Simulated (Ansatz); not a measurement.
**Single-point calculation, with input and output: HfN$_{3}$H$_{6}$Br (charge +1)**

HfN$_{3}$H$_{6}$Br, charge +1, multiplicity 2, computed with ROKS PBE-d4/def2-TZVP (Ansatz 0.2.0).

The geometry comes from this level: PBE0-D4/def2-TZVP. Figures and captions count atoms from 1; the log counts them from 0 in places.

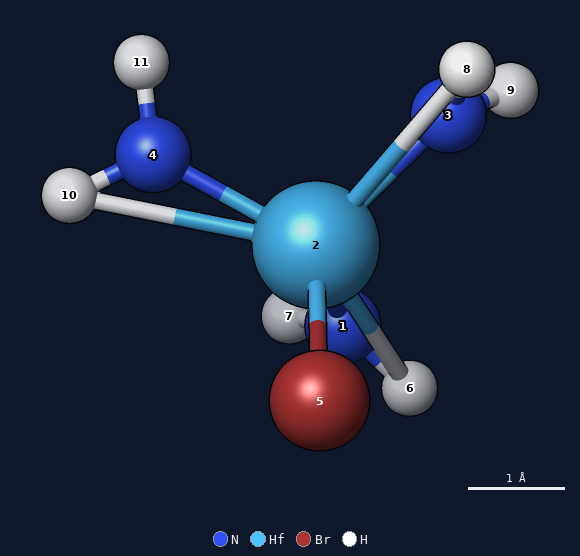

*The structure as given in the input (ball-and-stick view, seen at a tilt; atoms are numbered from 1 in the order of the input). Sticks mark near contacts.*

### Input file
```yaml
crystal:
  periodic: [false, false, false]
  atoms:
    - {symbol: N, position_ang: [-1.452178, 1.041741, 0.342820]}
    - {symbol: Hf, position_ang: [-0.035236, -0.010327, -0.471360]}
    - {symbol: N, position_ang: [1.647614, 0.763353, 0.117545]}
    - {symbol: N, position_ang: [-0.138502, -1.788501, 0.306328]}
    - {symbol: Br, position_ang: [-0.216297, -0.063492, -2.911511]}
    - {symbol: H, position_ang: [-1.729172, 1.922747, 0.043020]}
    - {symbol: H, position_ang: [-2.040084, 0.753868, 1.057581]}
    - {symbol: H, position_ang: [2.518772, 0.534219, -0.244881]}
    - {symbol: H, position_ang: [1.753447, 1.481811, 0.759409]}
    - {symbol: H, position_ang: [-0.799176, -2.458936, 0.067974]}
    - {symbol: H, position_ang: [0.490811, -2.176494, 0.933074]}
basis:
  gaussian: {orbitals: def2-TZVP, fitting: {mean_field: def2-universal-jkfit}, final_grid: {core_spheres: 20, valence_spheres: 16, degree: 47}}
total_charge: 1
magnetization: {spin_polarized: false, initial_magnetization: 1}
hamiltonian: {xc: {name: PBE}, dispersion: d4}
output: {forces: true}
```

Run on 4 threads of Intel Xeon @ 2.90GHz, 31 GiB of memory available, shared host.

Command:
```bash
ansatz run in.yaml --threads 4 --pin off --events-out ev --progress --plain --max-ram 11315MiB
```

### Log
```
Functional definition: PBE
  name "PBE"
  cite "Perdew, Burke & Ernzerhof, Phys. Rev. Lett. 77, 3865 (1996) doi:10.1103/PhysRevLett.77.3865"
  parent pbe
  parameter kappa = 0.804
  parameter beta = 0.06672455060314922
  exchange = pbe_x(kappa = kappa, mu = beta*pi^2/3)
  correlation = pbe_c(beta = beta)
832 factors; integrals over basis functions are off by at most 4.0e-1 eV
mean field evaluation 1: about -75853.8351 eV, gradient 1.6e2 eV
mean field evaluation 2: about -75853.8399 eV, gradient 1.6e2 eV
mean field evaluation 4: about -75888.1769 eV, gradient 6.9e1 eV
mean field evaluation 8: about -75900.8583 eV, gradient 2.8e1 eV
mean field evaluation 16: about -75902.8593 eV, gradient 1.4e1 eV
mean field evaluation 32: about -75903.6032 eV, gradient 5.8e-5 eV
mean field evaluation 64: about -75902.5794 eV, gradient 1.2e1 eV
mean field evaluation 96: about -75903.6033 eV, gradient 2.2e-6 eV
mean field evaluation 128: about -75903.5849 eV, gradient 1.0e-3 eV
mean field evaluation 160: about -75878.0635 eV, gradient 2.7e1 eV
mean field evaluation 192: about -75903.6009 eV, gradient 1.7e-1 eV
mean field -75903.60325974 eV, -2789.4059704852 hartree, gradient 2.2e-6 eV, S^2 0.750000; 16 other end points of the search recorded, 0 dependent functions left out
the calculation of the forces begins
reference -75903.60330093 eV, -2789.4059719989 hartree; 37, 36 occupied and 180, 181 virtual orbitals, 832 factors
Total energy: -75903.83980542 eV, -2789.4146633788 hartree
Atom 0 at    -1.452178     1.041741     0.342820 Å, force     0.014747    -0.010804    -0.112511 eV/Å
Atom 1 at    -0.035236    -0.010327    -0.471360 Å, force    -0.198741    -0.274338    -2.426738 eV/Å
Atom 2 at     1.647614     0.763353     0.117545 Å, force    -0.032162     0.034296    -0.147197 eV/Å
Atom 3 at    -0.138502    -1.788501     0.306328 Å, force    -0.031593     0.155599    -0.059431 eV/Å
Atom 4 at    -0.216297    -0.063492    -2.911511 Å, force    -0.057522     0.036132    -0.854289 eV/Å
Atom 5 at    -1.729172     1.922747     0.043020 Å, force    -0.830139     2.414244    -0.849477 eV/Å
Atom 6 at    -2.040084     0.753868     1.057581 Å, force    -1.515022    -0.653446     2.204858 eV/Å
Atom 7 at     2.518772     0.534219    -0.244881 Å, force     2.417077    -0.572421    -1.023690 eV/Å
Atom 8 at     1.753447     1.481811     0.759409 Å, force     0.385391     1.834600     2.016995 eV/Å
Atom 9 at    -0.799176    -2.458936     0.067974 Å, force    -1.728421    -1.910746    -0.718051 eV/Å
Atom 10 at     0.490811    -2.176494     0.933074 Å, force     1.576385    -1.053117     1.969531 eV/Å
Dipole moment:     0.085389     0.056499     1.162804 e Å
```

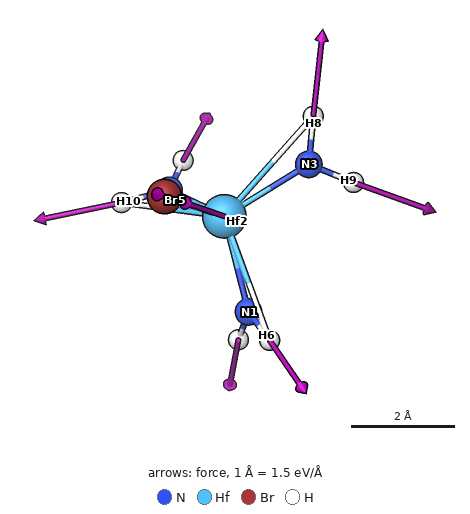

*Forces on the atoms as pink arrows (ball-and-stick view, seen at a tilt; atoms are numbered from 1 in the order of the input); the smallest are left out.*

The largest act on H7, H9 (2.75 eV/Å); H11 (2.73 eV/Å); H6, H8 (2.69 eV/Å); H10 (2.67 eV/Å), among others. The geometry is not a stationary point of this energy.

### Key numbers

- outcome: converged
- total energy: −75903.8398 eV
- mean-field energy: −75903.6033 eV
- dispersion energy: −0.2365 eV
- ⟨S²⟩: 0.750
- SCF solution under orbital rotations: stable
- largest force (length of the vector): 2.754 eV/Å
- wall time: 52 s (CPU time 3.3 min)
- peak memory: 0.62 GiB
